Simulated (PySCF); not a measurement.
SMILES O=C(C)[SiH2][SiH2]C(OC)=O at its GFN2-xTB optimised geometry (Å):

```
19

C      2.1071    -0.6235     0.0000
O      0.6823    -0.6235     0.0000
C      0.0660     0.5536     0.0000
O      0.6371     1.6196     0.0608
Si    -1.8161     0.3721    -0.2900
Si    -2.0132     1.1784    -2.4603
C     -0.1805     1.4588    -3.0000
C      0.3918     2.8424    -2.9570
O      0.4898     0.4829    -3.2613
H      2.4815     0.1312     0.6941
H      2.4196    -1.6196     0.3023
H      2.4671    -0.3987    -1.0059
H     -2.4815     1.2094     0.7138
H     -2.1572    -1.0283    -0.0357
H     -2.7357     2.4493    -2.6160
H     -2.5785     0.2237    -3.4177
H      0.5470     3.0808    -1.9037
H      1.3492     2.8913    -3.4716
H     -0.3065     3.5629    -3.3730
```

Method: PBE/def2-SVP in PySCF.

Map of the Laplacian of the electron density (e/bohr⁵) on the plane z = 0.6 Å:

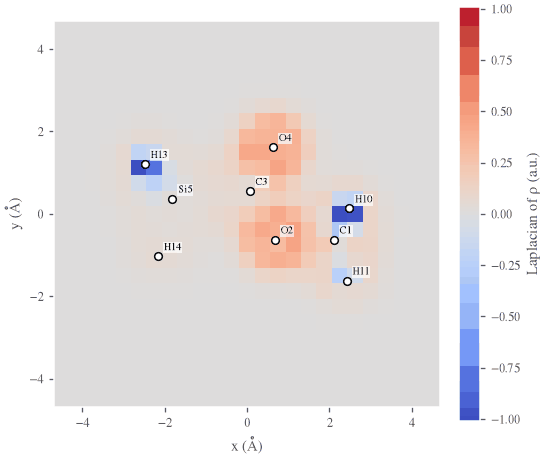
*Laplacian of the electron density (e/bohr⁵) on the plane z = 0.6 Å.*
